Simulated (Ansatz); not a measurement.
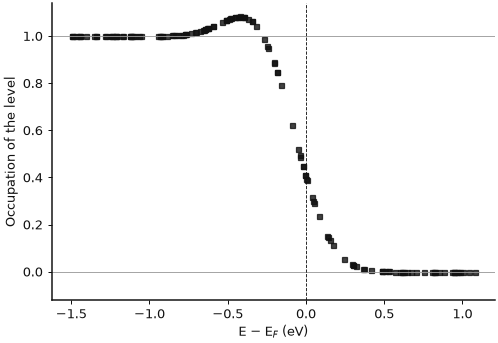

Occupations of the one-electron levels of the k mesh against their energy, from a run on SrIrSe6, space group R-3 (No. 148), 8 atoms in the cell, with Ansatz.

### Name the smearing function and its width.

cold (Marzari-Vanderbilt) smearing with a width of 0.3 eV. The occupations overshoot 1 below the Fermi level (up to 1.08) but never turn negative, and they are not symmetric about it.

### Is that width safe?

It is wide: energies, forces and moments pick up smearing errors, and small gaps get partly filled, so it should be reduced or extrapolated to zero width.
